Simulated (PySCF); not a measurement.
# UM06-L/aug-cc-pVTZ run of OF (SMILES [O]F)

Aim: the vertical electron affinity of OF at UM06-L/aug-cc-pVTZ, from 2 runs. Input form: a Python script.

Program for the calculation: PySCF 2.14.0.

1 further run of the same task is left out (set aside as unsound or not needed). Runs told in other sessions of the task aren't counted.

**1. The system as given**

OF: 2 atoms, total charge 0, spin state doublet. SMILES: `[O]F`. The shape is that of a GFN2-xTB optimisation.

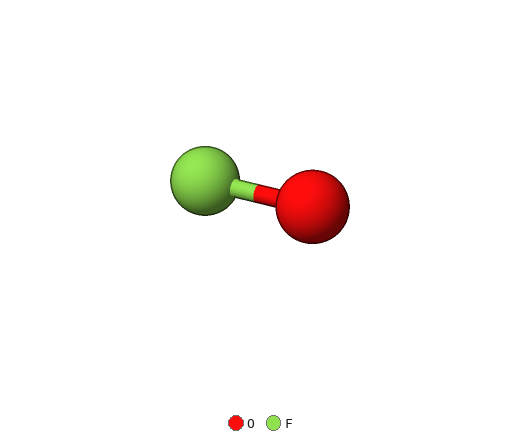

Viewed from a chosen angle; oxygen red, fluorine green.

**2. The energy at UM06-L/aug-cc-pVTZ**

The input, run.py:

```python
from pyscf import gto, dft

mol = gto.M(
    atom='''
O      0.000000     0.000000     0.000000
F      0.000000     0.000000     2.453715
''',
    verbose=4,
    unit='bohr',
    spin=1,
    basis='aug-cc-pvtz',
    max_memory=1860,
)

ks = dft.UKS(mol)
ks.xc = 'm06-l'
ks.conv_tol = 1e-10
ks.grids.level = 5
ks.kernel()
if not ks.converged:
    ks = ks.newton().run(ks.mo_coeff, ks.mo_occ)

e_tot = ks.e_tot
print(f'total energy: {e_tot:.8f} hartree')
```

Launch:

```sh
$ OMP_NUM_THREADS=1 python run.py
```

The log of the run:

```text
PySCF version 2.14.0

[INPUT] num. atoms = 2
[INPUT] num. electrons = 17
[INPUT] charge = 0
[INPUT] spin (= nelec alpha-beta = 2S) = 1
[INPUT] symmetry False subgroup None
[INPUT] Mole.unit = bohr
[INPUT] Symbol           X                Y                Z      unit          X                Y                Z       unit  Magmom
[INPUT]  1 O      0.000000000000   0.000000000000   0.000000000000 AA    0.000000000000   0.000000000000   0.000000000000 Bohr   0.0
[INPUT]  2 F      0.000000000000   0.000000000000   1.298450060093 AA    0.000000000000   0.000000000000   2.453715000000 Bohr   0.0

nuclear repulsion = 29.3432611366846
number of shells = 26
number of NR pGTOs = 116
number of NR cGTOs = 92
basis = aug-cc-pvtz
ecp = {}

******** <class 'pyscf.dft.uks.UKS'> ********
method = UKS
initial guess = minao
damping factor = 0
level_shift factor = 0
DIIS = <class 'pyscf.scf.diis.CDIIS'>
diis_start_cycle = 1
diis_space = 8
diis_damp = 0
SCF conv_tol = 1e-10
SCF conv_tol_grad = None
SCF max_cycles = 50
direct_scf = True
direct_scf_tol = 1e-13
number electrons alpha = 9  beta = 8
XC library pyscf.dft.libxc version 7.0.0
    S. Lehtola, C. Steigemann, M. J.T. Oliveira, and M. A.L. Marques.,  SoftwareX 7, 1–5 (2018)
XC functionals = m06-l
    Y. Zhao and D. G. Truhlar.,  Theor. Chem. Acc. 120, 215 (2008)
radial grids:
    Treutler-Ahlrichs [JCP 102, 346 (1995); DOI:10.1063/1.469408] (M4) radial grids

becke partition: Becke, JCP 88, 2547 (1988); DOI:10.1063/1.454033
pruning grids: <function nwchem_prune>
grids dens level: 5
symmetrized grids: False
atomic radii adjust function: <function treutler_atomic_radii_adjust>
small_rho_cutoff = 0
Set gradient conv threshold to 1e-05
tot grids = 86856
init E= -175.092867626437
[... the frontier-level lines of each cycle are left out ...]



[... 89 lines left out ...]
converged SCF energy = -174.909041300646  <S^2> = 0.75423528  2S+1 = 2.0042308
total energy: -174.90904130 hartree
```

Run time: 20 s. Hardware: 1 thread of Intel Xeon 6975P-C (Granite Rapids), shared host; peak memory 0.49 GiB.

**3. The singlet anion at the same level**

The input, input.py:

```python
from pyscf import gto, dft

system = gto.M(
    atom='''
O      0.000000     0.000000     0.000000
F      0.000000     0.000000     1.298450
''',
    max_memory=1860,
    spin=0,
    charge=-1,
    basis='aug-cc-pvtz',
    verbose=3,
)

mf = dft.RKS(system, xc='m06-l')
mf.grids.level = 5
mf.conv_tol = 1e-10
mf.kernel()
if not mf.converged:
    mf = mf.newton().run(mf.mo_coeff, mf.mo_occ)

etot = mf.e_tot
print(f'total energy: {etot:.8f} hartree')
```

Launch:

```sh
$ OMP_NUM_THREADS=1 python input.py
```

The log of the run:

```text
converged SCF energy = -174.95761259919
total energy: -174.95761260 hartree
```

It took 6.9 s on 1 thread of Intel Xeon 6975P-C (Granite Rapids), shared host; peak memory 0.48 GiB.

**4. Results**

Level: UM06-L/aug-cc-pVTZ.

```
                                                            quantity          value
                                            doublet OF: total energy  -174.90904 Eh
                                           doublet OF: dipole moment         0.23 D
                      doublet OF: HOMO energy (highest over α and β)       -7.03 eV
                       doublet OF: LUMO energy (lowest over α and β)       -5.69 eV
                                                    doublet OF: ⟨S²⟩          0.754
                                         singlet anion: total energy  -174.95761 Eh
                                          singlet anion: HOMO energy        2.99 eV
                                          singlet anion: LUMO energy        5.96 eV
singlet anion: HOMO–LUMO gap (to an unbound level, set by the basis)        2.97 eV
                   vertical electron affinity (to the singlet anion)       1.322 eV
```

In words: At fixed nuclei the extra electron is bound by 1.32 eV (128 kJ/mol). The HOMO (singlet anion) lies at positive energy, 2.99 eV, from the functional's self-interaction, a short basis or an electron that isn't bound; only total energies against the neutral tell.
